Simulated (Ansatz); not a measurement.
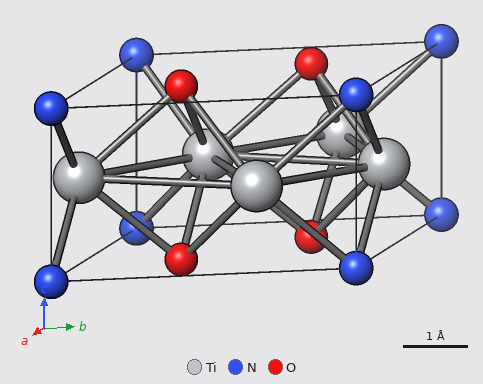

Crystal structure, ball-and-stick style, seen slightly off an axis. Atoms at the boundary of the conventional unit cell (the box) are drawn once for each face, edge or corner they touch.

Ti3NO2, space group P-62m (No. 189), a = 4.949 Å, b = 4.949 Å, c = 2.769 Å, α = 90.00°, β = 90.00°, γ = 120.00°. It goes back to a structure type filled with these elements by a generator (whether the compound takes this form wasn't checked). Earlier steps of the study may have refined or changed the cell and positions. A calculation with Ansatz used it as input.

This one geometry was computed with Ansatz (DFT, plane waves, PAW) at three levels of theory: PBE, PBEsol and PBE+U (U_eff = 4.00 eV on Ti d).

Which level gives the highest pressure at this volume, and what does that say about its equilibrium volume?

Answer. Highest: PBE+U (U_eff = 4.00 eV on Ti d) (6.7 GPa), which points to the largest equilibrium volume. Lowest, with the smallest volume: PBEsol (-8.7 GPa). Levels within 0.5 GPa of each other can't be told apart.

How does the band gap change with the level of theory?

Answer. All levels give a metal.

Collect the results in a table.

Answer.
| level | cutoff (eV) | k-mesh of the run's cell | gap (eV) | pressure (GPa) |
| --- | --- | --- | --- | --- |
| PBE | 420 | 12×12×14 | metal | 0.0 |
| PBEsol | 420 | 12×12×14 | metal | -8.7 |
| PBE+U (U_eff = 4.00 eV on Ti d) | 420 | 12×12×14 | metal | 6.7 |

Gaps are taken on the k-mesh or band path of each run.
